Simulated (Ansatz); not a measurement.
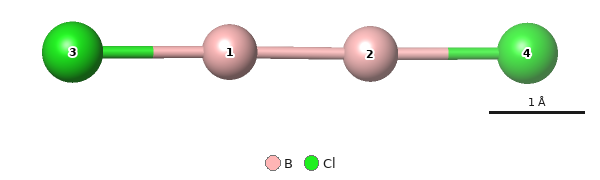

**Figure 1.** The input geometry (ball-and-stick view, seen at a tilt; atoms are numbered from 1 in the order of the input). Bond lengths as drawn: B–B 1.51 Å and B–Cl 1.68 Å.

Run report: B2Cl2, molecular dynamics

The run: molecular dynamics of B2Cl2. Method and program: RKS r2SCAN/6-31G* (Ansatz 0.2.0).

The geometry comes from this level: r2SCAN-D4/def2-TZVP. Figures and captions count atoms from 1; the log counts them from 0 in places.

The program's output
```
Functional definition: r2SCAN
  name "r2SCAN"
  cite "Furness, Kaplan, Ning, Perdew & Sun, J. Phys. Chem. Lett. 11, 8208 (2020) doi:10.1021/acs.jpclett.0c02405"
  cite "Furness, Kaplan, Ning, Perdew & Sun, J. Phys. Chem. Lett. 11, 9248 (2020) doi:10.1021/acs.jpclett.0c03077"
  parent r2scan
  parameter k0 = 0.174
  parameter k1 = 0.065
  parameter a1 = 4.9479
  exchange = r2scan_x(k0 = k0, k1 = k1, a1 = a1)
  correlation = r2scan_c
these checks for a lower state are left out or cut short: starts
728 factors; their error is unknown
mean field evaluation 1: about -26390.9384 eV, gradient 2.2e1 eV
mean field evaluation 2: about -26389.4815 eV, gradient 3.0e1 eV
mean field evaluation 4: about -26392.4783 eV, gradient 2.5e0 eV
mean field evaluation 8: about -26392.4984 eV, gradient 1.2e-1 eV
mean field evaluation 16: about -26392.4819 eV, gradient 5.0e-2 eV
mean field evaluation 32: about -26392.4820 eV, gradient 1.4e-3 eV
mean field evaluation 64: about -26392.4405 eV, gradient 2.1e-1 eV
mean field -26392.44094511 eV, -969.9043152938 hartree, gradient 1.4e-10 eV, S^2 0.000000; 0 other end points of the search recorded, 0 dependent functions left out
the calculation of the forces begins
reference -26392.44095197 eV, -969.9043155459 hartree; 22, 22 occupied and 46, 46 virtual orbitals, 728 factors
md step     0: t =     0.00 fs  T =   300.0 K  F+E_penalty+E_count = -26392.44094511 eV  E_kin = 0.077556 eV  conserved = -26392.36338911 eV  (170 SCF iters)
these checks for a lower state are left out or cut short: starts, cluster_reference, orbital_swaps, neighbouring_geometries, increment
728 factors; their error is unknown
mean field evaluation 96: about -26392.4416 eV, gradient 2.8e-5 eV
mean field -26392.44160315 eV, -969.9043394765 hartree, gradient 3.3e-11 eV, S^2 0.000000; 0 other end points of the search recorded, 0 dependent functions left out
[... from here on the field's lines of each further geometry are left out, up to the last ...]
md step     1: t =     2.00 fs  T =   302.7 K  F+E_penalty+E_count = -26392.44160315 eV  E_kin = 0.078250 eV  conserved = -26392.36335313 eV  (182 SCF iters)
md step     2: t =     4.00 fs  T =   292.0 K  F+E_penalty+E_count = -26392.43846144 eV  E_kin = 0.075477 eV  conserved = -26392.36298463 eV  (121 SCF iters)
md step     3: t =     6.00 fs  T =   285.7 K  F+E_penalty+E_count = -26392.43663517 eV  E_kin = 0.073857 eV  conserved = -26392.36277815 eV  (107 SCF iters)
md step     4: t =     8.00 fs  T =   294.1 K  F+E_penalty+E_count = -26392.43907154 eV  E_kin = 0.076042 eV  conserved = -26392.36302942 eV  (128 SCF iters)
md step     5: t =    10.00 fs  T =   304.9 K  F+E_penalty+E_count = -26392.44220258 eV  E_kin = 0.078830 eV  conserved = -26392.36337300 eV  (83 SCF iters)
md step     6: t =    12.00 fs  T =   300.4 K  F+E_penalty+E_count = -26392.44102394 eV  E_kin = 0.077667 eV  conserved = -26392.36335660 eV  (86 SCF iters)
md step     7: t =    14.00 fs  T =   280.9 K  F+E_penalty+E_count = -26392.43566219 eV  E_kin = 0.072623 eV  conserved = -26392.36303872 eV  (121 SCF iters)
md step     8: t =    16.00 fs  T =   262.6 K  F+E_penalty+E_count = -26392.43071109 eV  E_kin = 0.067876 eV  conserved = -26392.36283489 eV  (67 SCF iters)
md step     9: t =    18.00 fs  T =   256.2 K  F+E_penalty+E_count = -26392.42921150 eV  E_kin = 0.066238 eV  conserved = -26392.36297383 eV  (62 SCF iters)
md step    10: t =    20.00 fs  T =   255.0 K  F+E_penalty+E_count = -26392.42919453 eV  E_kin = 0.065935 eV  conserved = -26392.36325990 eV  (60 SCF iters)
md step    11: t =    22.00 fs  T =   244.3 K  F+E_penalty+E_count = -26392.42649136 eV  E_kin = 0.063159 eV  conserved = -26392.36333281 eV  (92 SCF iters)
md step    12: t =    24.00 fs  T =   220.3 K  F+E_penalty+E_count = -26392.42005141 eV  E_kin = 0.056950 eV  conserved = -26392.36310149 eV  (49 SCF iters)
md step    13: t =    26.00 fs  T =   195.5 K  F+E_penalty+E_count = -26392.41337366 eV  E_kin = 0.050542 eV  conserved = -26392.36283176 eV  (45 SCF iters)
md step    14: t =    28.00 fs  T =   184.1 K  F+E_penalty+E_count = -26392.41044050 eV  E_kin = 0.047595 eV  conserved = -26392.36284559 eV  (55 SCF iters)
the calculation of the forces begins
reference -26392.41110751 eV, -969.9032187821 hartree; 22, 22 occupied and 46, 46 virtual orbitals, 728 factors
these checks for a lower state are left out or cut short: starts
728 factors; their error is unknown
mean field -26392.41110065 eV, -969.9032185302 hartree, gradient 5.9e-6 eV, S^2 0.000000; 0 other end points of the search recorded, 0 dependent functions left out
the calculation of the forces begins
reference -26392.41110751 eV, -969.9032187821 hartree; 22, 22 occupied and 46, 46 virtual orbitals, 728 factors
md step    15: t =    30.00 fs  T =   185.7 K  F+E_penalty+E_count = -26392.41110065 eV  E_kin = 0.048004 eV  conserved = -26392.36309650 eV  (50 SCF iters)
```

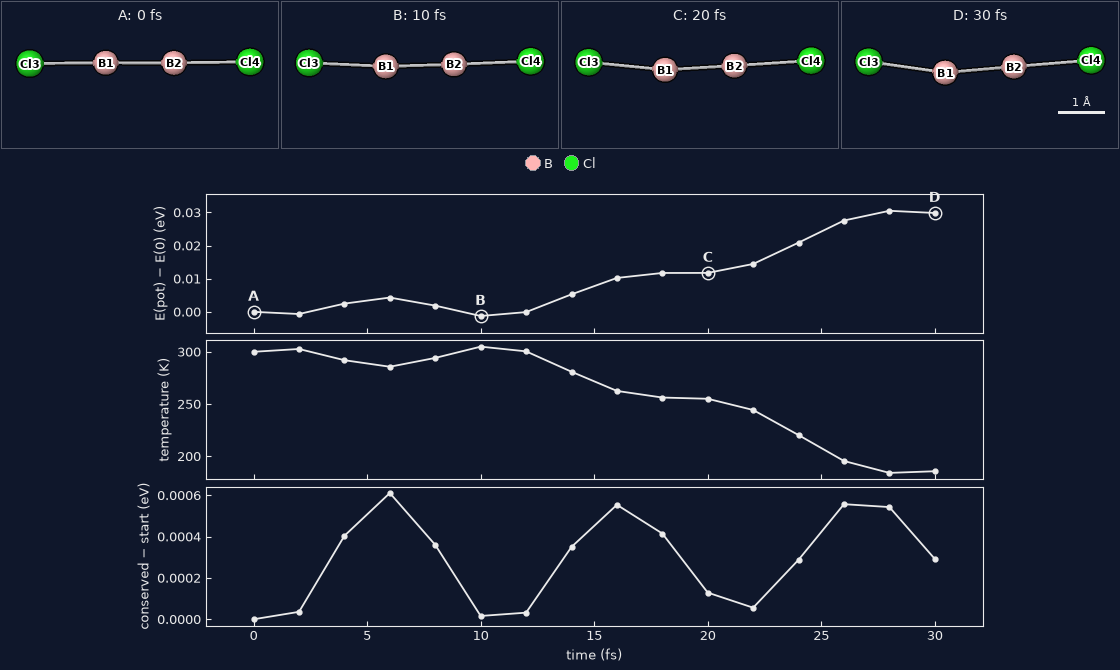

**Figure 2.** Frames of the molecular dynamics (ball-and-stick, seen at a tilt) above the curves, on which the letters mark them. The trajectory kept here has 16 frames over 30 fs. The temperature starts at 300 K, ranges from 184 to 305 K and averages 225 K over the second half. The potential energy ends 0.030 eV above its first value. The conserved quantity stays within 0.00061 eV. After an unweighted best fit of the last frame on the first, the root-mean-square displacement is 0.13 Å.

```
Total energy: -26392.41110751 eV, -969.9032187821 hartree
Atom 0 at    -0.264438    -0.753697     0.101083 Å, force    -0.399335    -0.172908    -0.096980 eV/Å
Atom 1 at     0.493133     0.571513    -0.018861 Å, force     0.103767     0.437481    -0.056279 eV/Å
Atom 2 at    -1.429937    -1.987893    -0.192862 Å, force     0.579003     0.456313     0.146365 eV/Å
Atom 3 at     1.358313     2.044596     0.169512 Å, force    -0.283435    -0.720885     0.006894 eV/Å
Dipole moment:     0.034501     0.018745    -0.023729 e Å
Checks for a lower state left out: starts
```

Trajectory as extended XYZ (Å, eV, eV/Å), 16 frames, from step=0 to step=15
```
4
Properties=species:S:1:pos:R:3:forces:R:3 step=0 time_fs=0.0 energy=-26392.44094 temperature=300.0
B    -0.4305   -0.6156   -0.0560    0.1119   0.1917   0.0130
B     0.4332    0.6140    0.0536   -0.1148  -0.1899  -0.0116
Cl   -1.3770   -2.0002   -0.1675   -0.1866  -0.2837  -0.0231
Cl    1.3743    2.0018    0.1700    0.1895   0.2819   0.0217
4
Properties=species:S:1:pos:R:3:forces:R:3 step=1 time_fs=2.0 energy=-26392.44160 temperature=302.7
B    -0.4154   -0.6216   -0.0455   -0.1795  -0.2421  -0.0102
B     0.4362    0.6073    0.0500    0.1582   0.2426   0.0101
Cl   -1.3815   -2.0000   -0.1694   -0.0650  -0.1106  -0.0120
Cl    1.3733    2.0055    0.1697    0.0862   0.1102   0.0120
4
Properties=species:S:1:pos:R:3:forces:R:3 step=2 time_fs=4.0 energy=-26392.43846 temperature=292.0
B    -0.4009   -0.6284   -0.0351   -0.4266  -0.5835  -0.0329
B     0.4397    0.6015    0.0465    0.3815   0.5835   0.0180
Cl   -1.3861   -1.9999   -0.1712    0.0487   0.0353   0.0064
Cl    1.3724    2.0093    0.1695   -0.0036  -0.0354   0.0084
4
Properties=species:S:1:pos:R:3:forces:R:3 step=3 time_fs=6.0 energy=-26392.43663 temperature=285.7
B    -0.3880   -0.6373   -0.0247   -0.5199  -0.7040  -0.0344
B     0.4446    0.5977    0.0431    0.4458   0.7054   0.0052
Cl   -1.3906   -1.9998   -0.1731    0.1233   0.1204   0.0193
Cl    1.3715    2.0131    0.1692   -0.0491  -0.1218   0.0099
4
Properties=species:S:1:pos:R:3:forces:R:3 step=4 time_fs=8.0 energy=-26392.43907 temperature=294.1
B    -0.3769   -0.6487   -0.0145   -0.4288  -0.5568  -0.0175
B     0.4511    0.5965    0.0397    0.3275   0.5580  -0.0242
Cl   -1.3950   -1.9996   -0.1750    0.1473   0.1351   0.0243
Cl    1.3705    2.0167    0.1690   -0.0459  -0.1363   0.0174
4
Properties=species:S:1:pos:R:3:forces:R:3 step=5 time_fs=10.0 energy=-26392.44220 temperature=304.9
B    -0.3674   -0.6621   -0.0044   -0.1997  -0.2099   0.0103
B     0.4588    0.5973    0.0361    0.0758   0.2085  -0.0625
Cl   -1.3992   -1.9992   -0.1768    0.1291   0.0959   0.0213
Cl    1.3695    2.0202    0.1688   -0.0051  -0.0945   0.0308
4
Properties=species:S:1:pos:R:3:forces:R:3 step=6 time_fs=12.0 energy=-26392.44102 temperature=300.4
B    -0.3586   -0.6762    0.0058    0.0701   0.1973   0.0388
B     0.4668    0.5988    0.0324   -0.2113  -0.2013  -0.0994
Cl   -1.4033   -1.9988   -0.1786    0.0930   0.0373   0.0136
Cl    1.3684    2.0235    0.1686    0.0481  -0.0333   0.0470
4
Properties=species:S:1:pos:R:3:forces:R:3 step=7 time_fs=14.0 energy=-26392.43566 temperature=280.9
B    -0.3495   -0.6897    0.0162    0.2798   0.5205   0.0576
B     0.4740    0.5996    0.0283   -0.4351  -0.5220  -0.1259
Cl   -1.4073   -1.9983   -0.1804    0.0710  -0.0009   0.0072
Cl    1.3675    2.0269    0.1685    0.0843   0.0023   0.0611
4
Properties=species:S:1:pos:R:3:forces:R:3 step=8 time_fs=16.0 energy=-26392.43071 temperature=262.6
B    -0.3394   -0.7013    0.0267    0.3602   0.6627   0.0594
B     0.4796    0.5986    0.0238   -0.5302  -0.6507  -0.1366
Cl   -1.4112   -1.9977   -0.1822    0.0898   0.0119   0.0092
Cl    1.3666    2.0302    0.1685    0.0802  -0.0239   0.0679
4
Properties=species:S:1:pos:R:3:forces:R:3 step=9 time_fs=18.0 energy=-26392.42921 temperature=256.2
B    -0.3281   -0.7105    0.0375    0.2890   0.5949   0.0423
B     0.4833    0.5952    0.0188   -0.4781  -0.5545  -0.1308
Cl   -1.4150   -1.9972   -0.1839    0.1604   0.0840   0.0239
Cl    1.3658    2.0335    0.1685    0.0286  -0.1244   0.0645
4
Properties=species:S:1:pos:R:3:forces:R:3 step=10 time_fs=20.0 energy=-26392.42920 temperature=255.0
B    -0.3157   -0.7176    0.0484    0.0926   0.3537   0.0106
B     0.4854    0.5898    0.0133   -0.3056  -0.2710  -0.1129
Cl   -1.4186   -1.9966   -0.1857    0.2726   0.2000   0.0510
Cl    1.3650    2.0367    0.1686   -0.0597  -0.2827   0.0514
4
Properties=species:S:1:pos:R:3:forces:R:3 step=11 time_fs=22.0 energy=-26392.42649 temperature=244.3
B    -0.3029   -0.7234    0.0593   -0.1649   0.0271  -0.0269
B     0.4863    0.5835    0.0074   -0.0748   0.1060  -0.0907
Cl   -1.4220   -1.9957   -0.1873    0.4011   0.3286   0.0851
Cl    1.3642    2.0396    0.1687   -0.1613  -0.4618   0.0325
4
Properties=species:S:1:pos:R:3:forces:R:3 step=12 time_fs=24.0 energy=-26392.42005 temperature=220.3
B    -0.2908   -0.7291    0.0701   -0.4002  -0.2700  -0.0608
B     0.4870    0.5775    0.0012    0.1349   0.4529  -0.0711
Cl   -1.4249   -1.9945   -0.1889    0.5152   0.4368   0.1185
Cl    1.3632    2.0419    0.1689   -0.2499  -0.6197   0.0134
4
Properties=species:S:1:pos:R:3:forces:R:3 step=13 time_fs=26.0 energy=-26392.41337 temperature=195.5
B    -0.2801   -0.7358    0.0808   -0.5371  -0.4294  -0.0844
B     0.4882    0.5732   -0.0053    0.2520   0.6541  -0.0593
Cl   -1.4272   -1.9929   -0.1904    0.5896   0.4989   0.1430
Cl    1.3619    2.0436    0.1691   -0.3046  -0.7236   0.0007
4
Properties=species:S:1:pos:R:3:forces:R:3 step=14 time_fs=28.0 energy=-26392.41044 temperature=184.1
B    -0.2713   -0.7441    0.0911   -0.5337  -0.3922  -0.0960
B     0.4902    0.5712   -0.0120    0.2383   0.6450  -0.0549
Cl   -1.4289   -1.9907   -0.1917    0.6107   0.5040   0.1528
Cl    1.3603    2.0445    0.1693   -0.3153  -0.7568  -0.0020
4
Properties=species:S:1:pos:R:3:forces:R:3 step=15 time_fs=30.0 energy=-26392.41110 temperature=185.7
B    -0.2644   -0.7537    0.1011   -0.3993  -0.1729  -0.0970
B     0.4931    0.5715   -0.0189    0.1038   0.4375  -0.0563
Cl   -1.4299   -1.9879   -0.1929    0.5790   0.4563   0.1464
Cl    1.3583    2.0446    0.1695   -0.2834  -0.7209   0.0069
```

This output came from the following input.

Input
```yaml
crystal:
  periodic: [false, false, false]
  atoms:
    - {symbol: B, position_ang: [-0.430452, -0.615622, -0.056039]}
    - {symbol: B, position_ang: [0.433181, 0.613970, 0.053560]}
    - {symbol: Cl, position_ang: [-1.377034, -2.000179, -0.167492]}
    - {symbol: Cl, position_ang: [1.374316, 2.001831, 0.169971]}
basis:
  gaussian: {orbitals: "6-31G*"}
hamiltonian: {xc: {name: r2SCAN}}
md: {timestep: 2 fs, n_steps: 15, ensemble: nve, temperature: 300, initial_velocities: maxwell_boltzmann, seed: 499}
scf: {omitted_lower_state_checks: [starts]}
```

Launched with:
```bash
ansatz run in.yaml --threads 2 --pin off --events-out ev --progress --plain --max-ram 4352MiB
```

Results in brief

| quantity | value |
| --- | --- |
| outcome | finished |
| mean temperature over the second half | 225 K |
| trajectory | 15 steps, 30 fs |
| ensemble | nve |
| temperature in the input | 300 K |
| time step | 2 fs |
| potential energy (last step) | −26392.4111 eV |
| SCF solution under orbital rotations (last step) | stable |
| largest force (length of the vector) (last step) | 0.775 eV/Å |
| dipole moment (last step) | 0.22 D |
| hardware | 2 threads of AMD EPYC, 54 GiB of memory available, shared host |
| wall time | 32 s (CPU time 61 s) |
| peak memory | 0.15 GiB |

Remarks

So short a trajectory is not equilibrated.
